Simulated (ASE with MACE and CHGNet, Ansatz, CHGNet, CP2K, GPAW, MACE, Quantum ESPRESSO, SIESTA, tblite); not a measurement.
# Machine-learned potentials runs on (9,9) carbon nanotube bundle (108 atoms)

Wanted: machine-learned potentials inputs and outputs for (9,9) carbon nanotube bundle (108 atoms), checked against a plane-wave reference.

Main program and level: ASE with MACE and CHGNet; the method is named at each step.

**1. The structure**

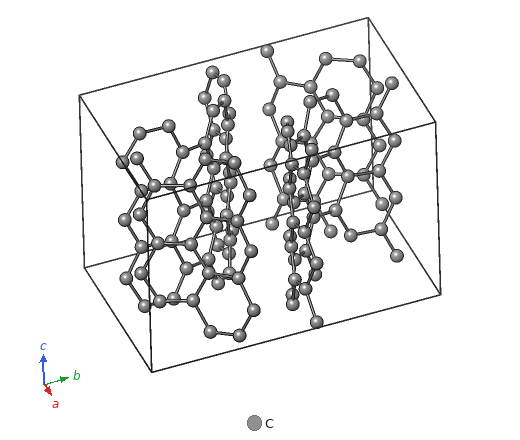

The cell as given, from the side, with the c axis up (carbon grey). Some periodic images of atoms are drawn too.

The cell holds 108 atoms: 108 C. Its edges and angles: a = 15.506 Å, b = 15.506 Å, c = 7.380 Å, α = 90.0°, β = 90.0°, γ = 120.0°. It derives from C (graphene). Graphene sheet (a = 2.46 Å) rolled into a (9,9) tube of diameter 12.21 Å, 3 periods, hexagonal bundle with 3.3 Å between walls; not relaxed, displaced by a Gaussian of 0.02 Å. Then every atom was moved at random, 0.02 Å r.m.s. a Cartesian component. The structure's axis is c.

The yardstick, on the same geometry:

| Item | Value |
| --- | --- |
| method | Kohn-Sham DFT, PBE, PAW, plane waves (Ansatz 0.2.0); cutoff 420 eV, Γ point, fermi-dirac smearing of 0.05 eV; PAW set soft_2 |
| r.m.s. force component | 1.649 eV/Å |
| longest force | 9.274 eV/Å |
| pressure | 3.501 GPa |
| SCF cycles | 10 |
| time | 22 s on 4 threads of Arm Neoverse V1, shared host |
| CPU time | 83 s |

**2. MACE MPA-0 medium potential**

Method: machine-learned interatomic potential MACE MPA-0 medium, trained on PBE(+U) plane-wave data.

The input, run.py:

```python
import numpy as np
from ase.io import read
import mlip  # loads the published weights by name

atoms = read("structure.xyz")
atoms.calc = mlip.calc("mace-mpa-0-medium")
energy = atoms.get_potential_energy()
forces = atoms.get_forces()
print(f"energy {energy:.6f} eV")
print("forces (eV/A)")
for i, (a, f) in enumerate(zip(atoms, forces)):
    print(f"{i:4d} {a.symbol:2s} {f[0]:10.5f} {f[1]:10.5f} {f[2]:10.5f}")
stress = -atoms.get_stress(voigt=False) * 160.21766
print("stress (GPa, compression positive)")
for row in stress:
    print(" ".join(f"{x:10.4f}" for x in row))
```

The input, structure.xyz:

```xyz
108
Lattice="15.50642 0.00000 0.00000 -7.75321 13.42896 0.00000 0.00000 0.00000 7.38000" Properties=species:S:1:pos:R:3 pbc="T T T"
C 6.05068 0.68582 1.23681
C 5.94338 1.43730 7.34192
C 5.42399 2.74542 0.02074
C 5.12952 3.35831 1.18154
C 4.19658 4.44512 1.21866
C 3.66541 4.90640 7.37557
C 2.39093 5.56228 2.48795
C 1.76052 5.78318 1.22560
C 0.36076 6.12535 1.21453
C -0.38495 6.08856 0.00812
C -1.71354 5.85516 0.00768
C -2.42435 5.61263 1.24213
C 11.87931 4.94105 1.21150
C 11.31984 4.44230 2.46462
C 10.35883 3.37940 2.49392
C 10.04490 2.74837 1.27932
C 9.57258 1.45060 1.20442
C 9.38859 0.70515 7.32679
C 1.67485 12.70809 7.35048
C 1.79626 12.06404 1.19445
C 2.29836 10.70960 1.18338
C 2.64020 10.05869 7.33638
C 3.55268 8.96813 0.01579
C 4.11261 8.52014 1.23394
C 5.36096 7.82895 1.26205
C 5.98369 7.57863 7.34199
C 7.37447 7.33987 7.35742
C 8.09823 7.33382 1.24021
C 9.48210 7.52680 1.22788
C 10.18942 7.83016 7.35801
C -4.13145 8.56620 0.00111
C -3.54291 8.97135 1.19814
C -2.65625 10.08219 1.27394
C -2.32961 10.66219 2.47924
C -1.79316 12.02510 2.48876
C -1.70036 12.73831 1.20803
C 6.01804 0.70314 3.72432
C 5.97183 1.36949 2.50330
C 5.45586 2.72218 2.49474
C 5.12379 3.31642 3.66181
C 4.17293 4.42565 3.72070
C 3.64471 4.90708 2.42049
C 2.40753 5.60471 4.92349
C 1.74323 5.88027 3.67605
C 0.30710 6.10333 3.66675
C -0.36820 6.07754 2.47119
C -1.73625 5.85744 2.45968
C -2.44389 5.63788 3.66004
C 11.80713 4.91621 3.71288
C 11.33481 4.46043 4.90526
C 10.42667 3.34757 4.89006
C 10.04041 2.73091 3.67421
C 9.59669 1.43569 3.69605
C 9.45535 0.72490 2.42743
C 1.70509 12.72099 2.46034
C 1.80340 12.04900 3.69207
[... 48 atom lines left out ...]
C -2.65144 10.06850 6.15831
C -2.33821 10.68139 0.02089
C -1.84061 12.00737 7.33705
C -1.75602 12.68782 6.15558
```

On the command line:

```bash
$ OMP_NUM_THREADS=1 python run.py > output.txt
```

The program printed:

```text
energy -985.451186 eV
forces (eV/A)
   0 C     0.20376    1.60876   -0.43561
   1 C     0.05071   -1.49435    2.91073
   2 C     0.93228   -0.70249   -2.67455
   3 C    -0.75049    0.42818    4.23147
   4 C     0.40997   -0.10415   -0.32355
   5 C    -1.30392    0.66521    0.00715
   6 C     0.83941    0.15318   -1.67973
   7 C    -2.56465    1.36878    0.53236
   8 C    -0.07635   -0.86184    1.46141
   9 C     2.68934    0.76927    0.83863
  10 C    -3.45373   -0.69532   -0.68200
  11 C     1.29009    0.69522   -1.18841
  12 C    -1.95240   -1.70489    0.97522
  13 C    -0.62134    0.20120    0.03294
  14 C     1.07426    0.65612   -1.91126
  15 C     0.12923    0.86565   -2.15068
  16 C    -0.66818   -1.74256    0.11486
  17 C     0.35033   -0.10419    2.62642
  18 C    -0.36216    1.18425    0.13681
  19 C     0.64231   -2.37876    1.37783
  20 C     0.44224   -0.71657    0.81055
  21 C    -0.03975    0.33262    1.08920
  22 C     0.00042    0.23968   -1.21348
  23 C     0.54724   -0.48107    0.01706
[...]
100 C     1.79675    0.27419   -1.04047
 101 C    -1.57151   -0.68491    0.44818
 102 C    -0.52312   -1.01190    1.77128
 103 C     1.08565    1.10710   -3.27281
 104 C    -0.51594    0.05688    0.79113
 105 C     0.65329    0.46219   -0.43240
 106 C    -0.23399   -0.93075    2.41307
 107 C     0.66994    2.04570   -2.04007
stress (GPa, compression positive)
    2.1631     0.3385    -0.1154
    0.3385     1.9172     0.1611
   -0.1154     0.1611     3.3389
```

Run time: 9.5 s. Hardware: 1 thread of Arm Neoverse V1, shared host; peak memory 1.2 GiB.

Banners, paths, timers and routine set-up lines are dropped from the logs unmarked, and long logs keep their key lines alone; longer cuts are marked.

Numbers from this run, and their distance from the reference:

| Quantity | Value |
| --- | --- |
| r.m.s. force component | 1.59 eV/Å |
| r.m.s. difference of force components | 308.5 meV/Å |
| longest difference of force vectors | 1002 meV/Å |
| force difference over r.m.s. force | 18.7 % |
| slope of forces against the reference's | 0.9471 |
| correlation of force components | 0.9825 |
| pressure | 2.473 GPa |
| pressure difference | -1.028 GPa |

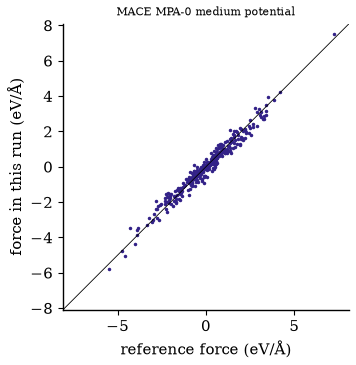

Force components against those of the reference; the line marks equality.

A closer look about C71, which bears the longest force: 10 atoms, nearest first, numbered in the order of the input, with positions taken from that point.

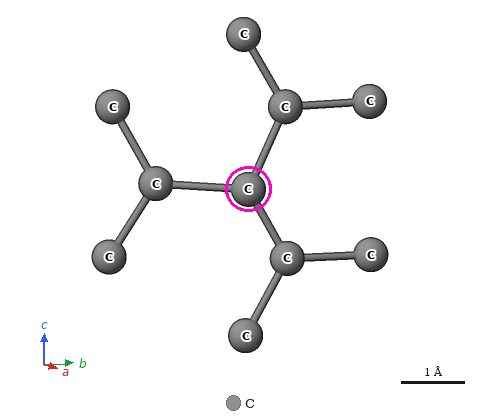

The atoms of the table, within 2.5 Å (arrows a, b, c point along x, y, z); some may hide others; the central atom is ringed.

```csv
atom,x,y,z,distance (Å),bonds,Fx,Fy,Fz (eV/Å)
C71,0.00,0.00,0.00,0.00,3,-1.66,-5.81,7.50
C72,0.10,0.62,-1.12,1.29,3,0.70,3.33,-4.77
C108,0.06,0.61,1.31,1.45,3,0.67,2.05,-2.04
C70,-0.53,-1.39,0.09,1.49,3,0.78,0.60,-0.49
C37,0.08,2.05,-1.12,2.34,3,0.81,-0.20,-1.18
C35,0.02,-0.06,-2.35,2.35,3,-0.86,-1.61,-1.98
C73,0.09,2.03,1.35,2.44,3,0.24,1.13,-2.91
C69,-0.86,-2.06,-1.10,2.49,3,1.96,2.95,-1.74
C107,-0.03,-0.07,2.50,2.50,3,-0.23,-0.93,2.41
C105,-0.84,-2.01,1.32,2.55,3,-0.52,0.06,0.79
```

Atoms are counted from 1 here, from 0 in the log.

Forces lie 19 % from the reference's, at 0.11 times its CPU time (on 1 against 4 cores).

**3. MACE MP-0b2 small potential**

Method: machine-learned interatomic potential MACE MP-0b2 small, trained on PBE(+U) plane-wave data.

run.py: that of step 2 with these lines changed.

```diff
@@ -5,3 +5,3 @@
 atoms = read("structure.xyz")
-atoms.calc = mlip.calc("mace-mpa-0-medium")
+atoms.calc = mlip.calc("mace-mp-0b2-small")
 energy = atoms.get_potential_energy()
```

structure.xyz is that of step 2.

The program printed:

```text
energy -984.674582 eV
forces (eV/A)
   0 C     0.15452    1.52668   -0.45010
   1 C    -0.07238   -1.60681    2.59507
   2 C     0.89695   -0.42787   -2.03530
   3 C    -0.64444    0.31012    3.45876
   4 C     0.34493   -0.15460   -0.19239
   5 C    -1.29559    0.52482   -0.06651
   6 C     0.71925    0.11092   -1.55761
   7 C    -2.40856    1.27620    0.35657
   8 C     0.00177   -0.84914    1.46822
   9 C     2.17537    0.79156    0.60459
  10 C    -2.99815   -0.64095   -0.60913
  11 C     1.22557    0.55684   -1.23674
  12 C    -1.72853   -1.71425    0.99264
  13 C    -0.59193    0.24137    0.02592
  14 C     1.03600    0.58479   -1.80554
  15 C    -0.06085    0.68792   -1.90436
  16 C    -0.57248   -1.61174    0.06457
  17 C     0.46716    0.09206    2.41301
  18 C    -0.25580    1.07554    0.09187
  19 C     0.70006   -2.22060    1.16984
  20 C     0.32623   -0.55322    0.83968
  21 C    -0.06232    0.29090    0.98143
  22 C     0.20379    0.21968   -1.12731
  23 C     0.55361   -0.35142   -0.01839
[...]
100 C     1.74089    0.31739   -0.89557
 101 C    -1.54809   -0.55538    0.58024
 102 C    -0.42380   -0.86346    1.82129
 103 C     0.78428    0.96752   -3.09090
 104 C    -0.58340   -0.06441    0.72611
 105 C     0.77845    0.56753   -0.37711
 106 C    -0.32508   -0.69805    2.19830
 107 C     0.55663    1.70205   -1.80347
stress (GPa, compression positive)
    2.2355     0.3342    -0.1342
    0.3342     2.0347     0.2147
   -0.1342     0.2147     3.9677
```

The job ended after 7.5 s (1 thread; peak memory 0.68 GiB).

Against the reference:

```
r.m.s. force component                  : 1.418 eV/Å
r.m.s. difference of force components   : 359.7 meV/Å
longest difference of force vectors     : 1328 meV/Å
force difference over r.m.s. force      : 21.81 %
slope of forces against the reference's : 0.8456
correlation of force components         : 0.9838
pressure                                : 2.746 GPa
pressure difference                     : -0.7554 GPa
```

Against the first run (19 %), the force difference from the reference is 22 %, at 0.77 times the CPU time.

**4. CHGNet r2SCAN potential**

Method: machine-learned interatomic potential CHGNet r2SCAN, trained on r2SCAN plane-wave data.

run.py: that of step 3 with these lines changed.

```diff
@@ -5,3 +5,3 @@
 atoms = read("structure.xyz")
-atoms.calc = mlip.calc("mace-mp-0b2-small")
+atoms.calc = mlip.calc("chgnet-r2scan")
 energy = atoms.get_potential_energy()
```

structure.xyz is that of step 3.

The program printed:

```text
CHGNet vr2scan initialized with 412,525 parameters
CHGNet will run on cpu
energy -1066.315063 eV
forces (eV/A)
   0 C     0.01032    1.40445   -0.55982
   1 C     0.27392   -1.27164    2.32487
   2 C     0.62776   -0.79378   -2.17771
   3 C    -0.45988    0.74803    3.54725
   4 C     0.29955   -0.23375   -0.31378
   5 C    -1.17194    0.69186    0.16556
   6 C     0.65488   -0.12650   -1.22212
   7 C    -1.98436    0.78098    0.52410
   8 C     0.29301   -0.24756    0.99780
   9 C     2.12482    0.48793    0.69172
  10 C    -3.05258   -0.57460   -0.53558
  11 C     1.11277    0.53909   -0.86600
  12 C    -1.53523   -1.16457    0.68500
  13 C    -0.23475    0.03226   -0.14417
  14 C     0.75579    0.97766   -1.40688
  15 C     0.03883    0.53342   -1.58830
  16 C    -0.48508   -1.46126    0.22125
  17 C     0.00324   -0.28617    2.29775
  18 C    -0.17908    0.93719   -0.03265
  19 C     0.47878   -1.80469    1.04746
  20 C     0.23618   -0.36673    0.56176
  21 C     0.01221    0.05049    0.98581
  22 C    -0.06965    0.19557   -0.99050
  23 C     0.56401   -0.46370    0.02439
[...]
100 C     1.53947    0.34695   -0.85759
 101 C    -1.20209   -0.52949    0.36364
 102 C    -0.54617   -0.68946    1.48763
 103 C     0.85739    0.75856   -2.53997
 104 C    -0.31441   -0.29438    0.46745
 105 C     0.49047    0.57352   -0.40373
 106 C    -0.07904   -0.61041    2.12354
 107 C     0.38912    1.55450   -1.57030
stress (GPa, compression positive)
    0.7220     0.3516    -0.0932
    0.3516     0.7849     0.1612
   -0.0932     0.1612     2.3174
```

Elapsed: 4.8 s, on 1 thread; peak memory 2 GiB.

Compared with the plane-wave run:

| Item | Value |
| --- | --- |
| r.m.s. force component | 1.302 eV/Å |
| r.m.s. difference of force components | 491.4 meV/Å |
| longest difference of force vectors | 1634 meV/Å |
| force difference over r.m.s. force | 29.79 % |
| slope of forces against the reference's | 0.7671 |
| correlation of force components | 0.9719 |
| pressure | 1.275 GPa |
| pressure difference | -2.227 GPa |

Against the first run (19 %), the force difference from the reference is 30 %, at 0.52 times the CPU time; this potential was trained at another functional than the reference's, which explains only part of so large a difference.

**5. All runs compared**

Differences are against the plane-wave reference, forces as r.m.s. over components; share is that over the reference's r.m.s. force, slope the least-squares factor from reference forces to these. Total energies of different programs have different zeros and aren't compared.

```
                        run  Δ force, r.m.s. (meV/Å)  share (%)  slope  Δ pressure (GPa)  cores  CPU time  memory (GiB)
                  reference                        -          -      -                 -      4      83 s           1.7
MACE MPA-0 medium potential                      308       18.7  0.947             -1.03      1     9.3 s           1.2
MACE MP-0b2 small potential                      360       21.8  0.846            -0.755      1     7.2 s          0.68
    CHGNet r2SCAN potential                      491       29.8  0.767             -2.23      1     4.8 s           2.0
```

Times of the machine-learned potentials are mostly Python's start and the loading of weights.

CPU time is summed over cores on a shared host, where runs went side by side, so it is rough. Symmetry, cutoffs, thresholds, outputs and thread counts weren't matched or tuned between programs; memory under MPI is the largest rank's times the ranks.

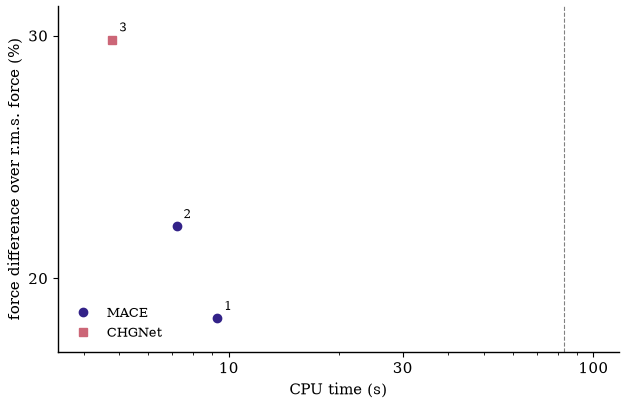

Force difference against CPU time; the dashed line marks the reference's time. Points: 1 MACE MPA-0 medium potential; 2 MACE MP-0b2 small potential; 3 CHGNet r2SCAN potential.

**6. Results**

* nearest in forces: MACE MPA-0 medium potential, 19 %
* its CPU time: 9.3 s

Machine-learned potentials differ by 19 % (MACE MPA-0 medium potential) to 30 % (CHGNet r2SCAN potential); they were trained on other programs' data, some at another functional. Among those trained on PBE data the slope goes as low as 0.85, which softening far from their training structures can give, though the reference's k-sampling is untested too. Machine-learned potentials mimic data converged in k, so the reference's own k-point error enters their differences. The reference's pressure of 3.5 GPa belongs to a cell and atoms that aren't relaxed at this level. The electronic-structure runs sample only Γ, in a cell whose shortest periodic width is 7 Å, which is coarse for a cell with partly filled levels.

[Also dropped from logs without a mark: logging warnings of Python, and SIESTA's first energy breakdown and zero terms.]

[Logs are printed without paths, hosts, clocks, repeated set-up lines and the standing remarks that a program may print on its own settings, such as how far it seeks lower states.]

[Hosts, paths, dates, database ids (printed as entryN), source tags and the programs' standing remarks are cut or masked in the printed files.]
